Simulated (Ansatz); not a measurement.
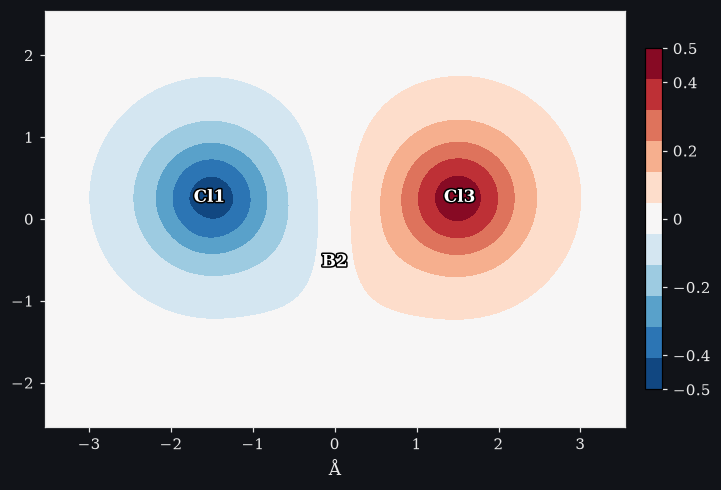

Figure 1: BCl2 (SMILES Cl[B]Cl) (doublet). The HOMO−1 (β) on a plane 0.8 Å above the molecular plane (values in Å⁻³ᐟ²; the overall sign is arbitrary).

Geometry: PBE0-D4/def2-TZVP.

All numbers below come from Ansatz 0.2.0, isolated molecule in a Gaussian basis; Hartree-Fock.

Input

```
crystal:
  periodic: [false, false, false]
  atoms:
    - {symbol: Cl, position_ang: [0.371500, -1.525600, 0.030000]}
    - {symbol: B, position_ang: [-0.463900, -0.050300, -0.256900]}
    - {symbol: Cl, position_ang: [0.081500, 1.511100, 0.213700]}
basis:
  gaussian: {orbitals: def2-SVP}
magnetization: {spin_polarized: true, initial_magnetization: 1}
hamiltonian: {xc: hf}
accuracy: high
output: {forces: true, orbitals: {seedname: orbitals}}
```

Launched as:

```sh
ansatz run run.yaml --threads 1 --pin off --max-ram 2610MiB --events-out events.jsonl --progress --plain --runs-dir runs
```

What is the character of this orbital?

Answer. By Hirshfeld shares it lies mainly on Cl1 (about 45 %) and Cl3 (about 45 %); it changes sign across the molecular plane (π type). Its energy is −13.06 eV.
